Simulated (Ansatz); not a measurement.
# BH2 (doublet): correlated methods under varied settings at scale of all distances = 1.324

What do other methods and options give for BH2 (doublet) at this geometry, and how long do they take?

Program: Ansatz 0.2.0, Gaussian basis. Level of theory: the settings change from run to run. These are calculated values, not measurements.

11 further runs of the same task are left out: 7 that didn't finish, 4 set aside as unsound or not needed.

### Step 1. What is computed

The geometry derives from a PBE0/def2-TZVP stationary point (not a proven minimum). All distances are scaled together.

3 atoms, charge 0, spin multiplicity 2.

Atoms are counted from 1 here; the program's logs count them from 0.

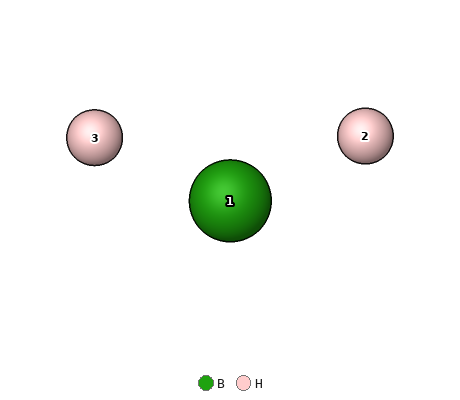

The structure; boron green, hydrogen pink; atoms are numbered from 1 in the order of the file.

As a file:

```xyz
3

B     0.0000   -0.1059    0.0000
H     0.0000    0.5681   -1.4260
H     0.0000    0.5681    1.4260
```

### Step 2. CASSCF(5,6)/aug-cc-pVDZ

The input, in.yaml:

```yaml
crystal:
  periodic: [false, false, false]
  atoms:
    - {symbol: B, position_ang: [0.000000, -0.105928, 0.000000]}
    - {symbol: H, position_ang: [0.000000, 0.568084, -1.425959]}
    - {symbol: H, position_ang: [0.000000, 0.568084, 1.425959]}
basis:
  gaussian: {orbitals: aug-cc-pVDZ}
magnetization: {spin_polarized: false, initial_magnetization: 1}
correlation: {active_space: {window: {electrons: 5, orbitals: 6}}}
scf: {lower_state_search: off}
```

On the command line:

```sh
$ ansatz run in.yaml --threads 1 --pin off --events-out ev --progress --plain --max-ram 2393MiB
```

The program printed:

```text
Functional definition: HF
  name "HF"
  cite "Fock, Z. Phys. 61, 126 (1930) doi:10.1007/BF01340294"
  parent pbe
  exchange = exact_x
  correlation = 0
these checks for a lower state are left out or cut short: stability, starts, cluster_reference, orbital_swaps, neighbouring_geometries, increment
398 factors; integrals over basis functions are off by at most 1.1e-3 eV
mean field evaluation 1: about -697.5519 eV, gradient 7.7e0 eV
mean field evaluation 2: about -697.5516 eV, gradient 7.7e0 eV
mean field evaluation 4: about -698.5534 eV, gradient 1.3e0 eV
mean field evaluation 8: about -698.5986 eV, gradient 5.3e-4 eV
mean field -698.59859628 eV, -25.6730248863 hartree, gradient 1.1e-6 eV, S^2 0.750000; 0 other end points of the search recorded, 0 dependent functions left out
reference -698.59859628 eV, -25.6730248863 hartree; 4, 3 occupied and 37, 38 virtual orbitals, 398 factors
state -700.09359188 eV, -25.7279649611 hartree
Total energy: -700.09359188 eV, -25.7279649611 hartree
Checks for a lower state left out: stability, starts, cluster_reference, orbital_swaps, neighbouring_geometries, increment
```

Wall time 0.27 s (1 thread of Intel Xeon Platinum 8375C at 2.90GHz, shared host).

From the report: 300 determinants; active occupations 1.95, 1.94, 0.99, 0.06, 0.04, 0.02.

### Step 3. NEVPT2(1,9)/aug-cc-pVDZ

Changes to in.yaml since step 2:

```diff
@@ -9,3 +9,3 @@
 magnetization: {spin_polarized: false, initial_magnetization: 1}
-correlation: {active_space: {window: {electrons: 5, orbitals: 6}}}
-scf: {lower_state_search: off}
+correlation: {method: sc_nevpt2, electrons: all, active_space: {window: {electrons: 1, orbitals: 9}, states: [{multiplicity: 2, weights: [1, 1]}], root: 1}}
+scf: {lower_state_search: light}
```

Same command.

The program printed (excerpt; [...] marks lines left out):

```text
Functional definition: HF
  name "HF"
  cite "Fock, Z. Phys. 61, 126 (1930) doi:10.1007/BF01340294"
  parent pbe
[...]
666 factors; integrals over basis functions are off by at most 1.7e-7 eV
[...]
mean field -698.59859559 eV, -25.6730248608 hartree, gradient 1.0e-6 eV, S^2 0.750000; 5 other end points of the search recorded, 0 dependent functions left out
reference -698.59859559 eV, -25.6730248608 hartree; 4, 3 occupied and 37, 38 virtual orbitals, 666 factors
state -698.52362941 eV, -25.6702699044 hartree
state -696.92177975 eV, -25.6114030151 hartree
state -698.52362941 eV, -25.6702699044 hartree; corrected -700.70781479 eV, -25.7505372368 hartree
state -696.92177975 eV, -25.6114030151 hartree; corrected -699.29672320 eV, -25.6986805772 hartree
WARN: 7 active orbitals are nearly empty or full. The corrections depend on them more than the energy does, and are more stable in an active space without them
Total energy: -699.29672320 eV, -25.6986805772 hartree
```

Run time: 0.88 s. Hardware: 1 thread of Intel Xeon Platinum 8375C at 2.90GHz, shared host.

From the report: 5 determinants; active occupations (of the averaged states) 0.50, 0.50, 0.00, 0.00, 0.00, 0.00, 0.00, 0.00, 0.00. The report marks this result as in doubt.

### Step 4. BCCD on ROHF/cc-pVDZ

The input, in.yaml:

```yaml
crystal:
  periodic: [false, false, false]
  atoms:
    - {symbol: B, position_ang: [0.000000, -0.105928, 0.000000]}
    - {symbol: H, position_ang: [0.000000, 0.568084, -1.425959]}
    - {symbol: H, position_ang: [0.000000, 0.568084, 1.425959]}
basis:
  gaussian: {orbitals: cc-pVDZ}
magnetization: {spin_polarized: false, initial_magnetization: 1}
correlation: {method: bccd, electrons: all, diis_vectors: 2}
accuracy: high
```

Launched as before.

The program printed (excerpt; [...] marks lines left out):

```text
Functional definition: HF
  name "HF"
  cite "Fock, Z. Phys. 61, 126 (1930) doi:10.1007/BF01340294"
  parent pbe
[...]
452 factors; integrals over basis functions are off by at most 2.3e-9 eV
[...]
mean field -698.57748387 eV, -25.6722490193 hartree, gradient 1.4e-8 eV, S^2 0.750000; 3 other end points of the search recorded, 0 dependent functions left out
determinant -698.57748387 eV, -25.6722490193 hartree, with singles and doubles -701.28372346 eV, -25.7717014898 hartree
determinant -696.93809158 eV, -25.6120024641 hartree, with singles and doubles -699.98865353 eV, -25.7241085480 hartree
reference -698.57748387 eV, -25.6722490193 hartree; 4, 3 occupied and 20, 21 virtual orbitals, 452 factors
second order -1.99781126 eV of doubles, -0.02649149 eV of singles
cycle   1  -2.70668438 eV  change   -4.4e-4 eV  update   4.1e-3
[...]
cycle  24  -2.70539732 eV  change  -2.7e-11 eV  update  6.1e-10
Total energy: -701.28288118 eV, -25.7716705369 hartree
```

Wall time 0.88 s (1 thread of Intel Xeon Platinum 8375C at 2.90GHz, shared host).

From the report: correlation -2.7054 eV; largest double amplitude 0.07.

### Step 5. HF/aug-cc-pVDZ

The input, in.yaml:

```yaml
crystal:
  periodic: [false, false, false]
  atoms:
    - {symbol: B, position_ang: [0.000000, -0.105928, 0.000000]}
    - {symbol: H, position_ang: [0.000000, 0.568084, -1.425959]}
    - {symbol: H, position_ang: [0.000000, 0.568084, 1.425959]}
basis:
  gaussian: {orbitals: aug-cc-pVDZ}
magnetization: {spin_polarized: true, initial_magnetization: 1}
hamiltonian: {xc: hf}
output: {forces: true, orbitals: {seedname: orbitals}}
```

Same command.

The program printed (excerpt; [...] marks lines left out):

```text
Functional definition: HF
  name "HF"
  cite "Fock, Z. Phys. 61, 126 (1930) doi:10.1007/BF01340294"
  parent pbe
[...]
398 factors; integrals over basis functions are off by at most 1.1e-3 eV
[...]
mean field -698.64512853 eV, -25.6747349146 hartree, gradient 2.0e-5 eV, S^2 0.757083; 0 other end points of the search recorded, 0 dependent functions left out
[...]
reference -698.64512853 eV, -25.6747349146 hartree; 4, 3 occupied and 37, 38 virtual orbitals, 398 factors
Total energy: -698.64512853 eV, -25.6747349146 hartree
Atom 0 at     0.000000    -0.105928     0.000000 Å, force     0.000000     3.000678     0.000000 eV/Å
Atom 1 at     0.000000     0.568084    -1.425959 Å, force     0.000000    -1.500339     3.828980 eV/Å
Atom 2 at     0.000000     0.568084     1.425959 Å, force    -0.000000    -1.500339    -3.828980 eV/Å
Dipole moment:    -0.000000     0.003019    -0.000000 e Å
```

It took 0.33 s on 1 thread of Intel Xeon Platinum 8375C at 2.90GHz, shared host.

From the report: ⟨S²⟩ of the determinant 0.757 (pure doublet: 0.75).

### Step 6. CCSDT(Q)/cc-pVDZ

Changes to in.yaml since step 5:

```diff
@@ -7,5 +7,5 @@
 basis:
-  gaussian: {orbitals: aug-cc-pVDZ}
+  gaussian: {orbitals: cc-pVDZ}
 magnetization: {spin_polarized: true, initial_magnetization: 1}
-hamiltonian: {xc: hf}
-output: {forces: true, orbitals: {seedname: orbitals}}
+hamiltonian: {xc: {name: PBE}}
+correlation: {method: ccsdt_q, electrons: all}
```

Same command.

The program printed (excerpt; [...] marks lines left out):

```text
Functional definition: PBE
  name "PBE"
  cite "Perdew, Burke & Ernzerhof, Phys. Rev. Lett. 77, 3865 (1996) doi:10.1103/PhysRevLett.77.3865"
  parent pbe
[...]
419 factors; integrals over basis functions are off by at most 1.2e-7 eV
[...]
mean field -702.35275115 eV, -25.8109875331 hartree, gradient 9.9e-6 eV, S^2 0.751320; 1 other end points of the search recorded, 0 dependent functions left out
reference -698.41962624 eV, -25.6664478586 hartree; 4, 3 occupied and 20, 21 virtual orbitals, 419 factors
second order -2.10357892 eV of doubles, -0.15077600 eV of singles
cycle   1  -2.66545961 eV  change   -4.1e-1 eV  update   5.8e-2
[...]
cycle  14  -2.94994916 eV  change    3.7e-7 eV  update   2.9e-7
perturbative correction -0.00140040 eV, -0.0000514637 hartree
Total energy: -701.37097581 eV, -25.7749079546 hartree
```

Run time: 3.2 s. Hardware: 1 thread of Intel Xeon Platinum 8375C at 2.90GHz, shared host.

From the report: ⟨S²⟩ of the determinant 0.751 (pure doublet: 0.75); correlation -2.9513 eV; T1 0.014; largest double amplitude 0.07. The orbitals are Kohn-Sham ones, so correlation energy and T1 don't compare with those on Hartree-Fock orbitals.

### Step 7. CCSDT(Q)/B on UHF/6-31G*

Changes to in.yaml since step 6:

```diff
@@ -7,5 +7,6 @@
 basis:
-  gaussian: {orbitals: cc-pVDZ}
+  gaussian: {orbitals: "6-31G*"}
 magnetization: {spin_polarized: true, initial_magnetization: 1}
-hamiltonian: {xc: {name: PBE}}
-correlation: {method: ccsdt_q, electrons: all}
+hamiltonian: {pseudopotentials: {relativity: none}}
+correlation: {method: ccsdt_q_b, electrons: outside_noble_gas}
+output: {forces: true}
```

Launched as before.

The program printed:

```text
Functional definition: HF
  name "HF"
  cite "Fock, Z. Phys. 61, 126 (1930) doi:10.1007/BF01340294"
  parent pbe
  exchange = exact_x
  correlation = 0
332 factors; integrals over basis functions are off by at most 6.5e-8 eV
mean field evaluation 1: about -697.3282 eV, gradient 7.2e0 eV
mean field evaluation 2: about -697.3283 eV, gradient 7.2e0 eV
mean field evaluation 4: about -698.3061 eV, gradient 1.6e0 eV
mean field evaluation 8: about -698.3872 eV, gradient 1.8e-2 eV
mean field evaluation 16: about -698.3061 eV, gradient 1.6e0 eV
mean field evaluation 32: about -696.9511 eV, gradient 6.4e-2 eV
mean field -698.38723759 eV, -25.6652575975 hartree, gradient 1.0e-6 eV, S^2 0.754274; 3 other end points of the search recorded, 0 dependent functions left out
determinant -698.38723759 eV, -25.6652575975 hartree, with singles and doubles -700.63546671 eV, -25.7478784938 hartree
determinant -696.94852040 eV, -25.6123857162 hartree, with singles and doubles -699.34864059 eV, -25.7005885063 hartree
1 core orbitals not correlated: weight in the atoms' cores, before any rotation towards them, 1.000 or more for the frozen orbitals, at most 0.000 for the correlated occupied ones
reference -698.38723759 eV, -25.6652575975 hartree; 3, 2 occupied and 15, 16 virtual orbitals, 332 factors
second order -1.61219988 eV of doubles, -0.00000000 eV of singles
cycle   1  -1.99347958 eV  change   -3.8e-1 eV  update   6.4e-2
cycle   2  -2.27802134 eV  change   -2.8e-1 eV  update   3.2e-2
cycle   3  -2.31859144 eV  change   -4.1e-2 eV  update   1.0e-2
cycle   4  -2.32828741 eV  change   -9.7e-3 eV  update   4.8e-3
cycle   5  -2.32936186 eV  change   -1.1e-3 eV  update   1.9e-3
cycle   6  -2.32942710 eV  change   -6.5e-5 eV  update   7.4e-4
cycle   7  -2.33007506 eV  change   -6.5e-4 eV  update   3.2e-4
cycle   8  -2.32984748 eV  change    2.3e-4 eV  update   1.4e-4
cycle   9  -2.32977165 eV  change    7.6e-5 eV  update   7.0e-5
cycle  10  -2.32985891 eV  change   -8.7e-5 eV  update   2.8e-5
cycle  11  -2.32985290 eV  change    6.0e-6 eV  update   9.4e-6
cycle  12  -2.32984873 eV  change    4.2e-6 eV  update   3.1e-6
cycle  13  -2.32984715 eV  change    1.6e-6 eV  update   1.0e-6
cycle  14  -2.32984808 eV  change   -9.3e-7 eV  update   5.3e-7
cycle  15  -2.32984814 eV  change   -5.9e-8 eV  update   2.2e-7
perturbative correction -0.00024476 eV, -0.0000089949 hartree
the calculation of the forces begins
Total energy: -700.71733049 eV, -25.7508869323 hartree
Atom 0 at     0.000000    -0.105928     0.000000 Å, force    -0.000000     2.590918     0.000000 eV/Å
Atom 1 at     0.000000     0.568084    -1.425959 Å, force     0.000000    -1.295459     3.304803 eV/Å
Atom 2 at     0.000000     0.568084     1.425959 Å, force    -0.000000    -1.295459    -3.304803 eV/Å
Dipole moment:    -0.000000     0.018506     0.000000 e Å
```

Run time: 4.5 s. Hardware: 1 thread of Intel Xeon Platinum 8375C at 2.90GHz, shared host.

From the report: ⟨S²⟩ of the determinant 0.754 (pure doublet: 0.75); correlation -2.3301 eV; T1 0.017; largest double amplitude 0.08.

### Step 8. The runs in one table

Where basis and cores are those of an earlier FCI/aug-cc-pVDZ run (-701.4566 eV), and the state is the same kind, the miss against it is given. † marks a result that the program doubts.

| level | correlated | functions | energy (eV) | from FCI (meV) | time |
| --- | --- | --- | --- | --- | --- |
| CASSCF(5,6)/aug-cc-pVDZ |  | 41 | -700.0936 | 1363.0 | 0.27 s |
| NEVPT2(1,9)/aug-cc-pVDZ (excited root 1 of an average) † | all | 41 | -699.2967 |  | 0.88 s |
| BCCD on ROHF/cc-pVDZ | all | 24 | -701.2829 |  | 0.88 s |
| HF/aug-cc-pVDZ |  | 41 | -698.6451 | 2811.5 | 0.33 s |
| CCSDT(Q)/cc-pVDZ (on PBE orbitals) | all | 24 | -701.3710 |  | 3.2 s |
| CCSDT(Q)/B on UHF/6-31G* | outside noble gas | 19 | -700.7173 |  | 4.5 s |

### Step 9. Summary of results

| quantity | value |
| --- | --- |
| runs | 6 |
| quickest | CASSCF(5,6)/aug-cc-pVDZ, 0.27 s |
| slowest | CCSDT(Q)/B on UHF/6-31G*, 4.5 s |

What this shows: Total energies in different bases, with other cores or another treatment of relativity can't be set against each other. CCSDT(Q)/B on UHF/6-31G* took 17 times as long as CASSCF(5,6)/aug-cc-pVDZ; the jobs differ in more than the method. Hartree-Fock, CASSCF and CASCI lack dynamic correlation by design.
